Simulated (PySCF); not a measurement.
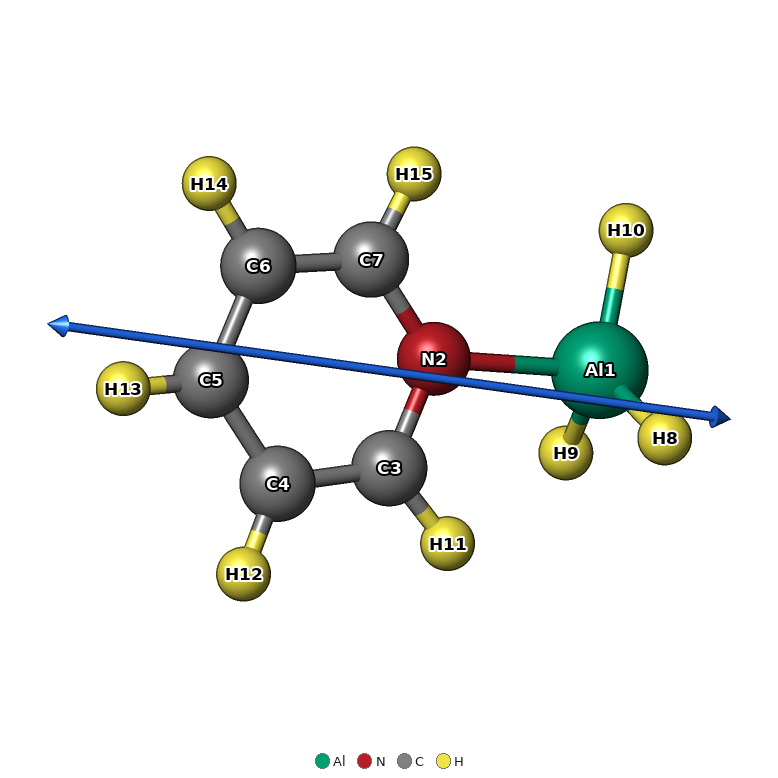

The double arrow shows the direction of the transition dipole to excited singlet state 1 (its length means nothing). The computed structure is the end point of a GFN2-xTB optimisation. No frequency run is at hand to confirm it as a minimum. Properties computed with TDDFT PBE0/def2-SVPD, vertical, gas phase, core orbitals frozen in the response (PySCF 2.14.0).

### How is the transition polarised?

Nearly parallel to the Al1–N2 bond.

### Where does the transition lie, and how strong is it?

4.11 eV (302 nm), oscillator strength 0.036, mainly HOMO → LUMO (weight 0.98); transition dipole 1.53 D.

The geometry is semi-empirical. Around Al such bond lengths and angles can be off by a tenth of an ångström or more and by several degrees, and values that hang on the shape move with them.
